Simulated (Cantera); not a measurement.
Feed: 1 mol Si, 0.026 mol CO2, 1.5 mol H2, equilibrated at 13.3 mbar.

Cantera equilibrium calculation (NASA polynomials, part measured and part estimated; ideal gas, pure solids and liquids). Candidate condensed phases: C, C6H6, C7H8, C8H18, H2O, Si, SiC, SiO2; 123 gas species. Mutual solubility and eutectic melting of coexisting phases are not modelled. Gases not in the tables: Si2H6 and higher silanes. The numbers say what is thermodynamically allowed, not how fast it happens.

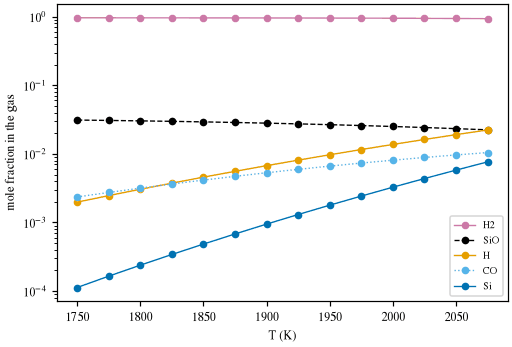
Figure. Equilibrium gas composition (values under 1e-9 drawn at 1e-9)

Task: Read off the mole fractions at 1750 K.

Result: H2 about 0.96, SiO about 0.031, CO about 0.0024, H about 0.0020, Si about 0.00011.
